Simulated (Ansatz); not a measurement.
# CH4FO2Si (SMILES CO[Si](O)F) at 6 levels

Aim: a comparison of 6 runs (UHF/STO-3G, UHF/3-21G, UPBE0/3-21G, UB3LYP/6-31G*, UPBE/def2-SVP) of CH4FO2Si. 

The calculation is run with Ansatz 0.2.0.

2 further runs of the same task are left out: 1 that didn't finish, 1 set aside as unsound or not needed.

## Step 1: Starting point

The species is CH4FO2Si (9 atoms), meant as a doublet with charge 0. SMILES: `CO[Si](O)F`. Geometry: relaxed at PBE0-D4/def2-TZVP. This is one conformer, not always the lowest.

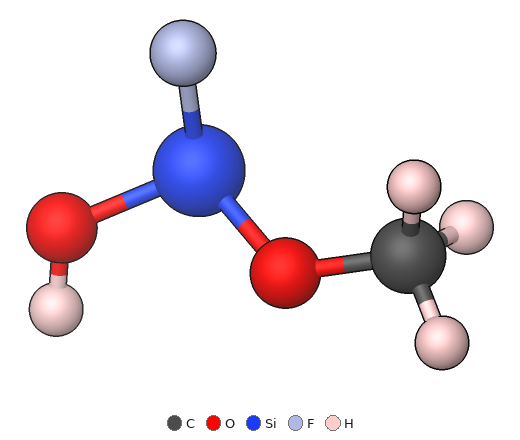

The structure, seen from a chosen angle (carbon dark grey, oxygen red, silicon blue, fluorine light blue, hydrogen pink).

## Step 2: Energy and forces at UHF/STO-3G (run 1)

The input, molecule.yaml:

```yaml
crystal:
  periodic: [false, false, false]
  atoms:
    - {symbol: C, position_ang: [-1.470900, -0.166400, 0.285600]}
    - {symbol: O, position_ang: [-0.176400, -0.422300, -0.222400]}
    - {symbol: Si, position_ang: [1.195900, 0.328500, 0.241800]}
    - {symbol: O, position_ang: [2.418000, -0.205200, -0.698200]}
    - {symbol: F, position_ang: [1.096200, 1.897800, -0.031000]}
    - {symbol: H, position_ang: [-2.157500, -0.876500, -0.176200]}
    - {symbol: H, position_ang: [-1.508700, -0.297900, 1.371300]}
    - {symbol: H, position_ang: [-1.794400, 0.848900, 0.039900]}
    - {symbol: H, position_ang: [2.486300, -1.153200, -0.827900]}
basis:
  gaussian:
    orbitals: STO-3G
magnetization:
  spin_polarized: true
  initial_magnetization: 1
accuracy: high
output:
  forces: true
  orbitals: {seedname: orbitals}
hamiltonian:
  xc: hf
```

Run with:

```console
ansatz run molecule.yaml --threads 1 --pin off --max-ram 2610MiB --events-out events.jsonl --progress --plain --runs-dir runs
```

The program printed:

```text
Warning: RAYON_NUM_THREADS=1 ignored (pool sized by the plan → 1); use --threads N
Functional definition: HF
  name "HF"
  exchange = exact_x
  correlation = 0
676 factors; integrals over basis functions are off by at most 5.8e-9 eV
mean field evaluation 1: about -15535.9010 eV, gradient 2.1e1 eV
mean field evaluation 2: about -15536.0882 eV, gradient 2.1e1 eV
mean field evaluation 4: about -15539.4064 eV, gradient 1.4e0 eV
mean field evaluation 8: about -15539.4374 eV, gradient 2.6e-2 eV
mean field -15539.43735893 eV, -571.0637899317 hartree, gradient 2.8e-8 eV, S^2 0.758135; 0 other end points of the search recorded, 0 dependent functions left out
the calculation of the forces begins
reference -15539.43735893 eV, -571.0637899317 hartree; 25, 24 occupied and 8, 9 virtual orbitals, 676 factors
Total energy: -15539.43735893 eV, -571.0637899317 hartree
Atom 0 at    -1.470900    -0.166400     0.285600 Å, force     0.903699     0.230763     0.006901 eV/Å
Atom 1 at    -0.176400    -0.422300    -0.222400 Å, force    -0.841453    -0.991445    -1.324991 eV/Å
Atom 2 at     1.195900     0.328500     0.241800 Å, force     0.329285    -0.072699     2.675484 eV/Å
Atom 3 at     2.418000    -0.205200    -0.698200 Å, force     0.870335     1.360985    -1.129364 eV/Å
Atom 4 at     1.096200     1.897800    -0.031000 Å, force    -0.143326     0.680488    -0.588459 eV/Å
Atom 5 at    -2.157500    -0.876500    -0.176200 Å, force    -0.236825    -0.018680     0.025800 eV/Å
Atom 6 at    -1.508700    -0.297900     1.371300 Å, force    -0.273663     0.056470     0.117530 eV/Å
Atom 7 at    -1.794400     0.848900     0.039900 Å, force    -0.309814     0.095833     0.124155 eV/Å
Atom 8 at     2.486300    -1.153200    -0.827900 Å, force    -0.298238    -1.341715     0.092943 eV/Å
Dipole moment:    -0.143166    -0.287725     0.368808 e Å
```

Wall time 1.1 s (1 thread of Arm Neoverse V1, shared host).

## Step 3: Energy and forces at UHF/3-21G (run 2)

The input, run.yaml:

```yaml
crystal:
  periodic: [false, false, false]
  atoms:
    - {symbol: C, position_ang: [-1.470900, -0.166400, 0.285600]}
    - {symbol: O, position_ang: [-0.176400, -0.422300, -0.222400]}
    - {symbol: Si, position_ang: [1.195900, 0.328500, 0.241800]}
    - {symbol: O, position_ang: [2.418000, -0.205200, -0.698200]}
    - {symbol: F, position_ang: [1.096200, 1.897800, -0.031000]}
    - {symbol: H, position_ang: [-2.157500, -0.876500, -0.176200]}
    - {symbol: H, position_ang: [-1.508700, -0.297900, 1.371300]}
    - {symbol: H, position_ang: [-1.794400, 0.848900, 0.039900]}
    - {symbol: H, position_ang: [2.486300, -1.153200, -0.827900]}
basis:
  gaussian:
    orbitals: 3-21G.json
output:
  forces: true
  orbitals: {seedname: orbitals}
hamiltonian:
  xc: hf
accuracy: high
magnetization:
  spin_polarized: true
  initial_magnetization: 1
```

The basis set 3-21G is read from a file made from the Basis Set Exchange's data (not shown).

Run with:

```console
ansatz run run.yaml --threads 1 --pin off --max-ram 2610MiB --events-out events.jsonl --progress --plain --runs-dir runs
```

The program printed, shortened:

```text
Warning: RAYON_NUM_THREADS=1 ignored (pool sized by the plan → 1); use --threads N
Functional definition: HF
  name "HF"
[...]
1282 factors; integrals over basis functions are off by at most 1.1e-8 eV
[...]
mean field -15653.97920827 eV, -575.2731252558 hartree, gradient 4.2e-8 eV, S^2 0.754026; 0 other end points of the search recorded, 0 dependent functions left out
[...]
reference -15653.97920827 eV, -575.2731252558 hartree; 25, 24 occupied and 32, 33 virtual orbitals, 1282 factors
Total energy: -15653.97920827 eV, -575.2731252558 hartree
Atom 0 at    -1.470900    -0.166400     0.285600 Å, force    -1.229880    -0.086553     0.085720 eV/Å
Atom 1 at    -0.176400    -0.422300    -0.222400 Å, force    -0.191343    -0.268302    -0.307685 eV/Å
Atom 2 at     1.195900     0.328500     0.241800 Å, force     0.409115     0.015940     1.141883 eV/Å
Atom 3 at     2.418000    -0.205200    -0.698200 Å, force     0.591121    -0.625889    -0.354798 eV/Å
Atom 4 at     1.096200     1.897800    -0.031000 Å, force    -0.227626     1.145763    -0.209206 eV/Å
Atom 5 at    -2.157500    -0.876500    -0.176200 Å, force     0.215792     0.308021     0.222345 eV/Å
Atom 6 at    -1.508700    -0.297900     1.371300 Å, force    -0.034709     0.063436    -0.306188 eV/Å
Atom 7 at    -1.794400     0.848900     0.039900 Å, force     0.060295    -0.342648     0.128047 eV/Å
Atom 8 at     2.486300    -1.153200    -0.827900 Å, force     0.407235    -0.209769    -0.400116 eV/Å
Dipole moment:    -0.352086    -0.517591     0.451387 e Å
```

It took 2.1 s on 1 thread of Arm Neoverse V1, shared host.

Runs 3 to 5 aren't shown in full; the table further down has their settings and results.

## Step 4: Energy and forces at UPBE/def2-SVP (run 6)

The input, run.yaml:

```yaml
crystal:
  periodic: [false, false, false]
  atoms:
    - symbol: C
      position_ang: [-1.470900, -0.166400, 0.285600]
    - symbol: O
      position_ang: [-0.176400, -0.422300, -0.222400]
    - symbol: Si
      position_ang: [1.195900, 0.328500, 0.241800]
    - symbol: O
      position_ang: [2.418000, -0.205200, -0.698200]
    - symbol: F
      position_ang: [1.096200, 1.897800, -0.031000]
    - symbol: H
      position_ang: [-2.157500, -0.876500, -0.176200]
    - symbol: H
      position_ang: [-1.508700, -0.297900, 1.371300]
    - symbol: H
      position_ang: [-1.794400, 0.848900, 0.039900]
    - symbol: H
      position_ang: [2.486300, -1.153200, -0.827900]
basis:
  gaussian: {orbitals: def2-SVP}
hamiltonian: {xc: pbe}
output: {forces: true, orbitals: {seedname: orbitals}}
total_charge: 0
accuracy: high
magnetization: {spin_polarized: true, initial_magnetization: 1}
```

Run with:

```console
ansatz run run.yaml --threads 1 --pin off --max-ram 2610MiB --events-out events.jsonl --progress --plain --runs-dir runs
```

The program printed, shortened:

```text
Warning: RAYON_NUM_THREADS=1 ignored (pool sized by the plan → 1); use --threads N
Functional definition: PBE
  name "PBE"
[...]
2083 factors; integrals over basis functions are off by at most 5.6e-9 eV
[...]
mean field -15771.70760932 eV, -579.5995641952 hartree, gradient 5.7e-8 eV, S^2 0.751263; 0 other end points of the search recorded, 0 dependent functions left out
[...]
reference -15771.70761304 eV, -579.5995643319 hartree; 25, 24 occupied and 69, 70 virtual orbitals, 2083 factors
Total energy: -15771.70761304 eV, -579.5995643319 hartree
Atom 0 at    -1.470900    -0.166400     0.285600 Å, force     0.414236    -0.113938    -0.199828 eV/Å
Atom 1 at    -0.176400    -0.422300    -0.222400 Å, force    -0.845387    -0.617061    -0.465425 eV/Å
Atom 2 at     1.195900     0.328500     0.241800 Å, force     0.418907    -0.551628     1.367147 eV/Å
Atom 3 at     2.418000    -0.205200    -0.698200 Å, force     0.835558     0.295296    -0.629398 eV/Å
Atom 4 at     1.096200     1.897800    -0.031000 Å, force    -0.100659     1.551702    -0.281359 eV/Å
Atom 5 at    -2.157500    -0.876500    -0.176200 Å, force    -0.445432    -0.368568    -0.218480 eV/Å
Atom 6 at    -1.508700    -0.297900     1.371300 Å, force    -0.094094    -0.059214     0.604456 eV/Å
Atom 7 at    -1.794400     0.848900     0.039900 Å, force    -0.242104     0.553309    -0.097777 eV/Å
Atom 8 at     2.486300    -1.153200    -0.827900 Å, force     0.058976    -0.689898    -0.079337 eV/Å
Dipole moment:    -0.264742    -0.414508     0.124224 e Å
```

Run time: 16 s. Hardware: 1 thread of Arm Neoverse V1, shared host.

## Step 5: The series

| run | level | Cartesian functions | energy (Eh) | dipole moment (D) | HOMO energy (eV) | LUMO energy (eV) | wall time |
| --- | --- | --- | --- | --- | --- | --- | --- |
| 1 | UHF/STO-3G | no | -571.063790 | 2.35 | -5.77 | 6.15 | 1.1 s |
| 2 | UHF/3-21G | no | -575.273125 | 3.71 | -9.34 | 1.38 | 2.1 s |
| 3 | UPBE0/3-21G | no | -576.799275 | 3.03 | -5.75 | -2.29 | 11 s |
| 4 | UB3LYP/6-31G* (spherical functions) | no | -580.363913 | 2.62 | -5.70 | -2.45 | 21 s |
| 5 | UB3LYP/6-31G* (Cartesian functions) | yes | -580.370598 | 2.63 | -5.71 | -2.46 | 20 s |
| 6 | UPBE/def2-SVP | no | -579.599564 | 2.44 | -4.70 | -2.97 | 16 s |

## Step 6: What came out

| quantity | value |
| --- | --- |
| run 6: total energy | -579.59956 Eh |
| run 6: dipole moment | 2.44 D |
| run 6: HOMO energy (highest over α and β) | -4.70 eV |
| run 6: LUMO energy (lowest over α and β) | -2.97 eV |
| run 6: ⟨S²⟩ | 0.751 |
| run 6: largest force on an atom | 1.580 eV/Å |

What this shows: The dipole moment (its size) runs from 2.35 D (UHF/STO-3G) to 3.71 D (UHF/3-21G). Totals of different functionals can't be ranked against each other. In run 1 the basis is minimal, so the values are rough. All runs together took 71 s, the longest 21 s.
